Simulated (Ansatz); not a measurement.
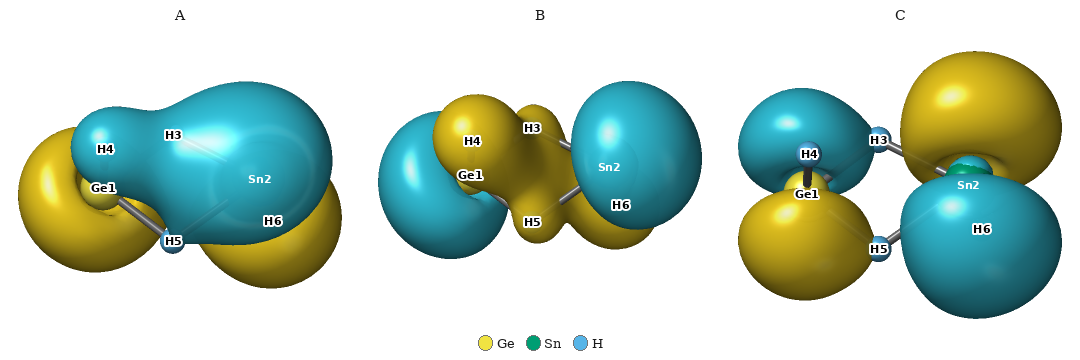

Figure 1: GeH4Sn. Three frontier orbitals at ±0.08 Å⁻³ᐟ² (yellow and cyan are the two phases), in no order.

Geometry: B3LYP-D3(BJ)/def2-SVP; core potentials replace the inner electrons of Sn.

These are results of isolated molecule in a Gaussian basis; Kohn-Sham density functional theory, functional PBE0 (Ansatz 0.2.0), not measurements.

```yaml
atoms:
  - { symbol: Ge, position_ang: [-0.4345, 0.4657, -1.4617] }
  - { symbol: Sn, position_ang: [0.9863, -0.1212, 1.0986] }
  - { symbol: H, position_ang: [0.0318, -0.9002, -0.5158] }
  - { symbol: H, position_ang: [1.0737, 0.6000, -1.9848] }
  - { symbol: H, position_ang: [0.0145, 1.2781, -0.0069] }
  - { symbol: H, position_ang: [-0.5869, -0.3284, 1.9317] }
```

Which picture is the HOMO−1, the HOMO and the LUMO?

A is the HOMO−1 (−7.77 eV). By Hirshfeld shares it lies mainly on Sn2 (about 40 %), Ge1 (about 25 %) and H6 (about 25 %). B is the HOMO (−6.42 eV). Its weight (Hirshfeld) is mainly on Ge1 (about 45 %), Sn2 (about 35 %), H4 (about 10 %) and H6 (about 5 %). C is the LUMO (−2.65 eV). It lies mainly on Sn2 (about 65 %) and Ge1 (about 25 %).

What is the HOMO–LUMO gap?

3.77 eV between the orbital energies.
